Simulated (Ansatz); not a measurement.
# GeHBr3: basis-set convergence

How large a basis does GeHBr3 need? Two functionals are run in growing sets.

The runs use Ansatz 0.2.0, Gaussian basis; one geometry, several basis sets.

Plan: PBE0-D4/def2-SVP; ωB97M-V/def2-SVP; PBE0-D4/def2-QZVPP; ωB97M-V/def2-QZVPP; the functionals' def2-TZVPP values are taken from earlier runs.

### Step 1. The relaxed structure

An earlier PBE0-D4 in a triple-zeta def2 set relaxation fixed the geometry.

SMILES `[Br][GeH]([Br])[Br]`, 5 atoms, charge 0, spin multiplicity 1.

Atoms are counted from 1 here; the program's logs count them from 0.

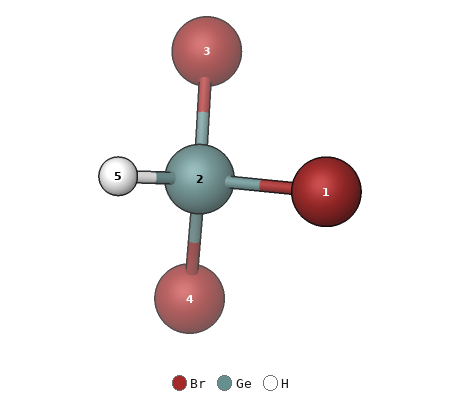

The geometry (bromine red, germanium teal, hydrogen white); atoms are numbered from 1 in the order of the file.

### Step 2. PBE0-D4 in def2-SVP

File in.yaml:

```yaml
crystal:
  periodic: [false, false, false]
  atoms:
    - {symbol: Br, position_ang: [-0.892157, 0.304336, 2.012206]}
    - {symbol: Ge, position_ang: [-0.045982, 0.103717, -0.100894]}
    - {symbol: Br, position_ang: [2.234825, 0.204452, -0.004352]}
    - {symbol: Br, position_ang: [-0.667890, -1.918101, -0.965206]}
    - {symbol: H, position_ang: [-0.578895, 1.231895, -0.983154]}
basis:
  gaussian: {orbitals: def2-SVP}
hamiltonian: {xc: pbe0, dispersion: d4}
output: {orbitals: {seedname: orbitals}}
```

Command:

```bash
ansatz run in.yaml --threads 4 --pin off --events-out ev --progress --plain --max-ram 10444MiB
```

Further steps of the session: ωB97M-V in def2-SVP; PBE0-D4 in def2-QZVPP; ωB97M-V in def2-QZVPP.

Before running them: what should the planned runs give, taken together? Wanted: PBE0-D4: double and triple zeta above quadruple; ωB97M-V: double and triple zeta above quadruple.

**Answer**, as computed:

| quantity | value |
| --- | --- |
| PBE0-D4: double and triple zeta above quadruple | 38.20, 5.51 eV |
| ωB97M-V: double and triple zeta above quadruple | 37.85, 5.32 eV |

**Reading.** PBE0-D4 gains 32.70 eV from double to triple zeta, then 5.51 eV more. These are total energies; as a rule much of such shifts cancels in differences, which this series doesn't test.
